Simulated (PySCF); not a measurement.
# C8H7N: what the fields show

Input file:

```
{"job": {"xc": "PBE0", "basis": "pcSseg-1", "solvent": "chloroform", "kind": "nmr", "pop": true}, "charge": 0, "multiplicity": 1}
C      3.450881    -1.251587     0.209401
C      2.276630    -0.957192     0.125049
C      0.891486    -0.614454     0.025442
C     -0.086060    -1.622545    -0.011824
C     -1.425592    -1.259538    -0.106916
C     -1.806671     0.076652    -0.165186
C     -0.840339     1.097726    -0.128474
N     -1.206669     2.422558    -0.233030
C      0.510652     0.732763    -0.033158
H      4.490014    -1.513508     0.283694
H      0.213660    -2.670041     0.034967
H     -2.194922    -2.035034    -0.135956
H     -2.864675     0.341114    -0.243253
H     -2.162744     2.649860     0.003218
H     -0.535948     3.107243     0.088243
H      1.282700     1.504926    -0.005777
```

Launched as:

```sh
OMP_NUM_THREADS=1 python ens_run.py task.json out
```

Geometry: PBE0-D3(BJ)/def2-SVP.

Method: PBE0/pcSseg-1, SCF density, in a chloroform solvent model, non-relativistic in PySCF 2.14.0.

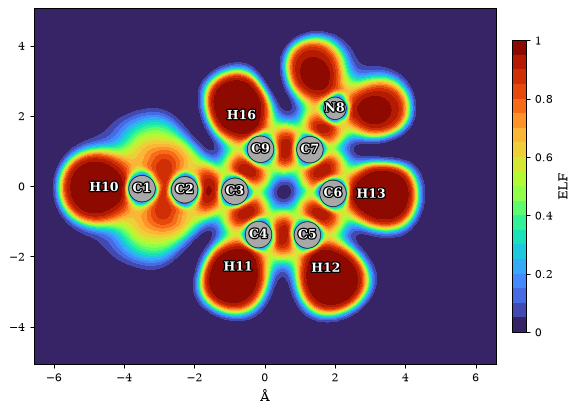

Figure 1. ELF on the plane of atoms C3, C4 and H11. Grey discs cover the atomic cores.

### What does the map show?

The plane passes through C, N and H nuclei. C–C (1.21 Å): the ELF peaks at about 0.85 between the atoms; a multiple bond. C–N (1.38 Å): the ELF peaks at about 0.95 between the atoms, as expected for localised, covalent bonding. C–C (1.39 Å): the ELF peaks at about 0.95 between the atoms; localised, covalent bonding. C–H (1.07 Å): the ELF climbs to about 1 towards the hydrogen, as it does in any bond to H: a covalent bond by its length.

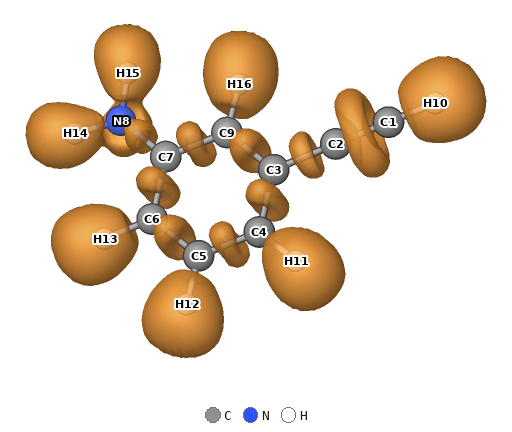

Figure 2. Isosurface of the ELF at 0.8 (orange), seen at a tilt. Core shells and regions of very low density are left out.

### Where are the electrons localised?

The ELF exceeds this value in eight regions between bonded C–C atoms (shared pairs), five regions around hydrogen nuclei and one joined region spread over several atoms (H, N), in which their bonds and any lone pairs are merged.

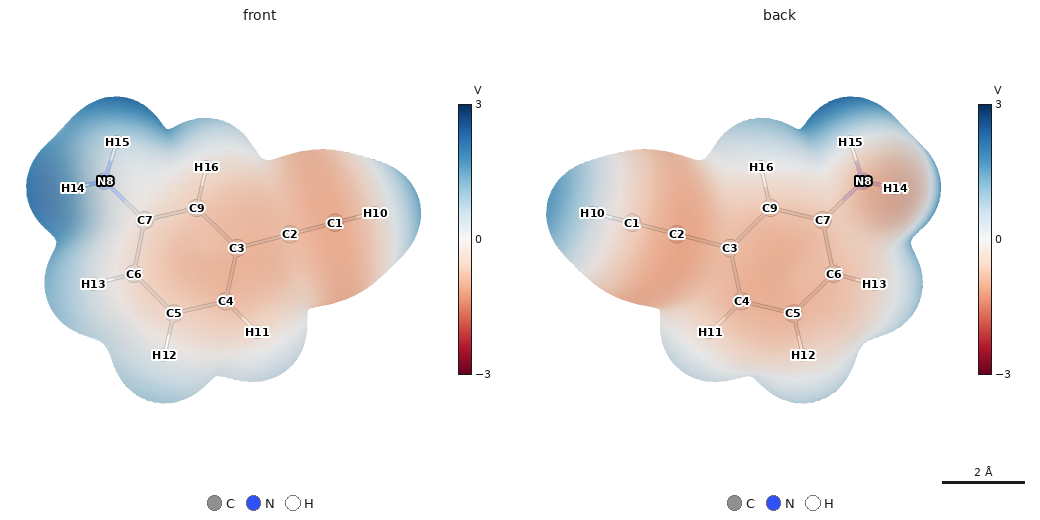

Figure 3. The electrostatic potential painted on the density surface at 0.002 e/bohr³, seen from the front and from behind; the colour scale runs from red (negative) to blue (positive).

### Describe the electrostatic potential map.

The most negative region (about −1.2 V) lies over C1, C2 and N8, the most positive (about +2.2 V) over H14 and H15.

### What dipole moment does the calculation give?

Its dipole moment is 2.90 D.
